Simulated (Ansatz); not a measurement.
Input file:

```
crystal:
  periodic: [false, false, false]
  atoms:
    - { symbol: "N", position_ang: [-0.3774, -1.5652, 0.5987] }
    - { symbol: C, position_ang: [0.021, -0.1468, 0.5728] }
    - { symbol: "N", position_ang: [1.3891, -0.2848, 0.192] }
    - { symbol: Si, position_ang: [-0.9316, 0.9995, -0.5852] }
    - { symbol: F, position_ang: [-0.8026, 0.4356, -2.1] }
    - { symbol: Br, position_ang: [-0.1497, 3.054, -0.4763] }
    - { symbol: H, position_ang: [-0.2368, -1.9299, -0.3272] }
    - { symbol: H, position_ang: [0.2562, -2.0051, 1.1939] }
    - { symbol: H, position_ang: [-0.0423, 0.2795, 1.6301] }
    - { symbol: H, position_ang: [1.8956, 0.6173, 0.3138] }
    - { symbol: H, position_ang: [1.489, -0.5423, -0.7578] }
    - { symbol: H, position_ang: [-2.4334, 1.0329, -0.2208] }
basis:
  gaussian: { orbitals: def2-SVP }
hamiltonian:
  xc: pbe
relax:
  f_tol: 0.015
  max_steps: 40
output:
  orbitals: {}
```

Launched as:

```sh
ansatz run input.yaml --threads 2 --pin off --max-ram 3072MiB --backend cpu --events-out ev --progress --plain --runs-dir out
```

The fields are those of the relaxed geometry.

Computed with Ansatz 0.2.0, RKS PBE/def2-SVP.

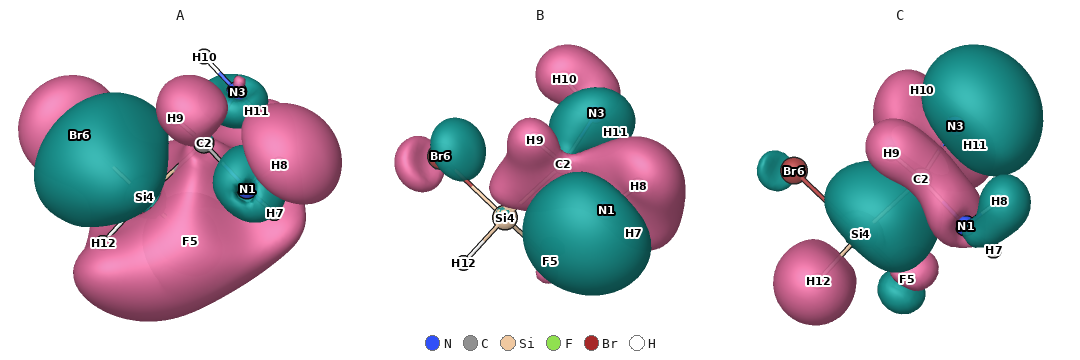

CH₆BrFN₂Si (SMILES NC(N)[SiH](F)Br). Three frontier orbitals at ±0.06 Å⁻³ᐟ² (teal and pink are the two phases), in no order.

Which picture is the HOMO−1, the HOMO and the LUMO?

B is the HOMO−1 (−5.99 eV). It lies mainly on N1 (about 70 %), C2 (about 5 %) and N3 (about 5 %); largely a lone pair of N1. C is the HOMO (−5.50 eV). It lies mainly on N3 (about 60 %), C2 (about 10 %) and Si4 (about 10 %). A is the LUMO (−0.41 eV). It lies mainly on Si4 (about 45 %), Br6 (about 15 %), F5 (about 10 %) and C2 (about 5 %).

What is the HOMO–LUMO gap?

5.09 eV between the orbital energies.
